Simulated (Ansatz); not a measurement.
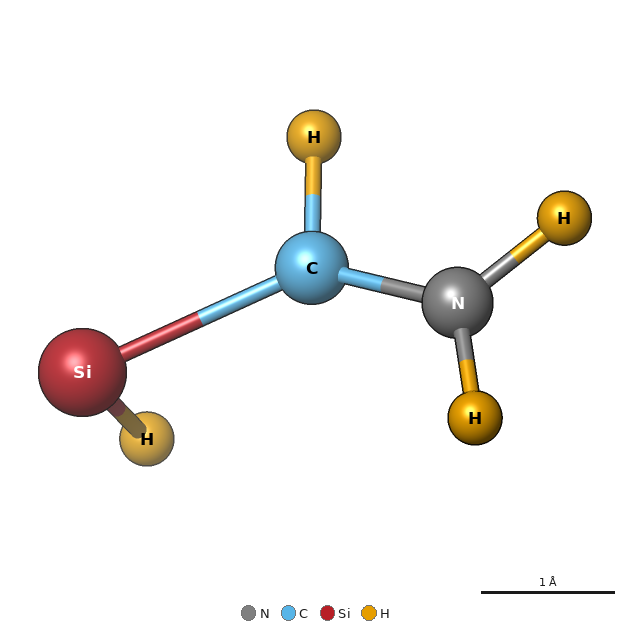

Distant atoms are faded towards the background colour. Charge +1, singlet. Computed geometry: PBE-D4/def2-SVP optimisation. No frequency run is at hand to confirm it as a minimum. Masses are those of the most abundant isotopes; constants are for the rigid equilibrium geometry.

> What kind of rotor is it, and what are its rotational constants in GHz?

An asymmetric top (C1): A = 55.2, B = 4.82, C = 4.61 GHz. Ray's parameter κ is −0.99, close to the prolate limit.
